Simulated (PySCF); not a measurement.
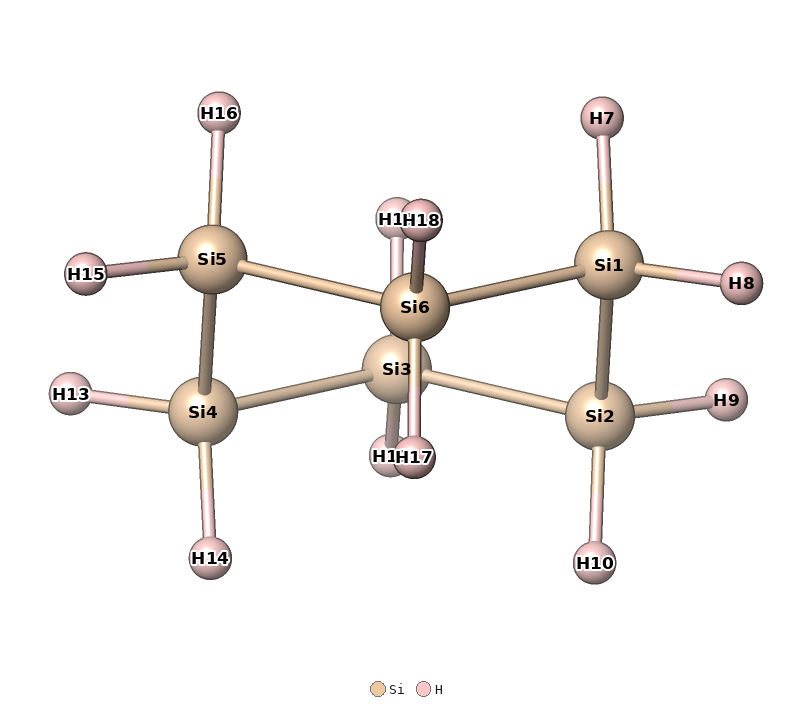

Atoms fade into the background with distance from the viewer. The computed structure is the end point of a PBE0-D3(BJ)/def2-SVP optimisation. No frequency run is at hand to confirm it as a minimum.

What is the conformation of the ring Si1–Si2–Si3–Si4–Si5–Si6?

It is a chair (Cremer–Pople θ = 0°, folded into 0 to 90°). The Cremer–Pople amplitude Q is 1.00 Å.

Give the torsion angles round the ring, beginning with the bond from its second to its third atom.

−62°, 62°, −62°, 62°, −62°, 62°.
